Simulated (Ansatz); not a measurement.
System: AlFH₃NO···H₂.

Input

```
crystal:
  periodic: [false, false, false]
  atoms:
    - { symbol: Al, position_ang: [0.125367, -0.260441, -0.118859] }
    - { symbol: F, position_ang: [0.15273, -0.534488, 1.532183] }
    - { symbol: "N", position_ang: [1.644937, -0.135951, -0.979156] }
    - { symbol: H, position_ang: [2.551512, -0.216305, -0.558769] }
    - { symbol: H, position_ang: [1.726502, 0.033617, -1.964083] }
    - { symbol: O, position_ang: [-1.351029, -0.171842, -0.912316] }
    - { symbol: H, position_ang: [-2.228553, -0.228855, -0.579194] }
    - { symbol: H, position_ang: [-0.127182, 2.164064, 1.176075] }
    - { symbol: H, position_ang: [-0.035085, 1.586502, 1.583819] }
basis:
  gaussian: { orbitals: def2-SVP }
hamiltonian:
  xc: hf
relax:
  f_tol: 0.03
  max_steps: 50
output:
  orbitals: {}
```

Command:

```sh
ansatz run input.yaml --threads 1 --pin off --max-ram 2048MiB --backend cpu --events-out ev --progress --plain --runs-dir out
```

The fields are those of the run's last geometry, not of the input's.

These are results of Ansatz 0.2.0, RHF/def2-SVP, not measurements.

**What will maps of the electron density and electron localisation function show?**

Al–F (1.65 Å): ρ at the midpoint is about 0.82 e/Å³; the ELF peaks at about 0.85 in the valence shell of F, 0.6 Å from its nucleus, and is about 0.35 at the midpoint.
Al–O (1.68 Å): ρ at the midpoint is about 0.88 e/Å³; the ELF peaks at about 0.85 in the valence shell of O, 0.6 Å from its nucleus, and is about 0.35 at the midpoint.
Al–N (1.75 Å): the density is about 0.88 e/Å³ at the midpoint; the ELF peaks at about 0.90 between the atoms (a short, strongly polar bond).
O–H (0.94 Å): the density is about 3.8 e/Å³ at the midpoint; the ELF climbs to about 1 towards the hydrogen, as it does in any bond to H (an ordinary covalent bond to hydrogen).

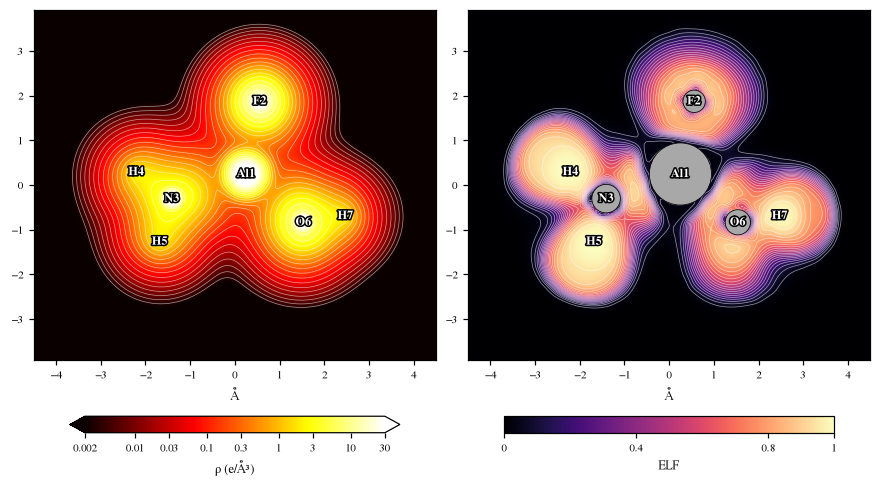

Computed electron density and electron localisation function on the plane of atoms F2, Al1 and N3, in this order. Grey discs cover the atomic cores in the ELF map. 
